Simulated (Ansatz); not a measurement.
Base system: Be₂C (space group Fm-3m, No. 225; a = 4.311 Å).

The change: a hydrostatic pressure of 22.5 GPa.

The values are results of PBEsol, PAW, 420 eV (Ansatz, a first-principles code; no SOC), not measurements.

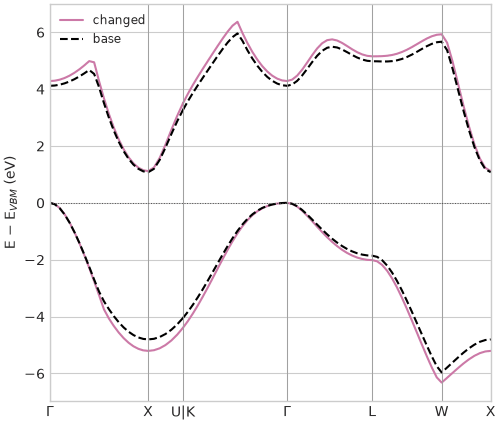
Highest valence and lowest conduction band along the path, each from its own valence-band maximum

The gap is 1.12 eV, indirect, Γ → X; the base has 1.08 eV.

Load acts through the strain it causes; cell and atoms are relaxed under it. Whether these cells are dynamically stable was not tested. Competing high-pressure phases were not computed.
